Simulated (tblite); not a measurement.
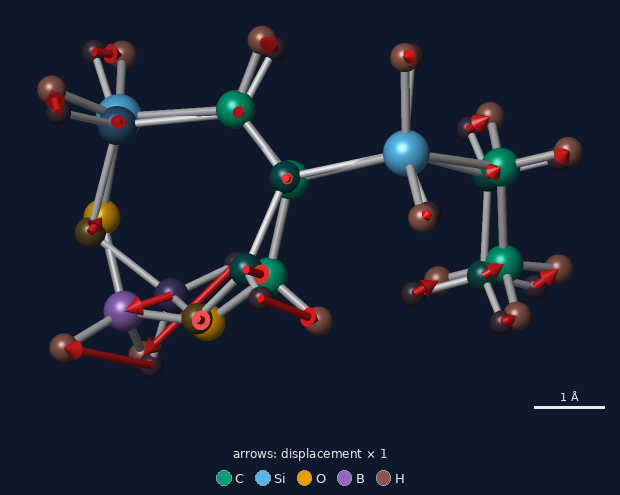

This is a relaxation of C5H13BO2Si2. The starting structure is drawn faded, the final one solid; red arrows show the displacements, at their true length. The two geometries are superimposed by the best rigid fit.

The picture is a ball-and-stick view, seen at a tilt.

All numbers below come from tblite 0.8.0, GFN2-xTB geometry optimisation, gas phase. 

> Atoms of which element are displaced furthest, and by how much?

Hydrogen: up to 1.89 Å, against 0.74 Å for boron.

> What did the optimiser do to the structure, and how much energy did it gain?

Over 208 geometry steps the energy falls by 1.029 eV. The largest moves after the best rigid fit, 1.89 Å, are those of H atoms. Largest moves by element: H 1.89 Å, B 0.74 Å, C 0.69 Å, O 0.41 Å, Si 0.25 Å. Some distances before and after: O–Si 1.737 → 1.577 Å, C–Si 1.840 → 1.904 Å, C–C 1.486 → 1.439 Å, B–O 1.478 → 1.432 Å. Bond angles that change, for instance: Si–O–B 110.8° → 137.7°, B–O–C 126.9° → 141.8°, C–C–O 123.9° → 134.6°. Groups turn about B–O by about 90°, B–O by about 80°, C–Si by about 30°.
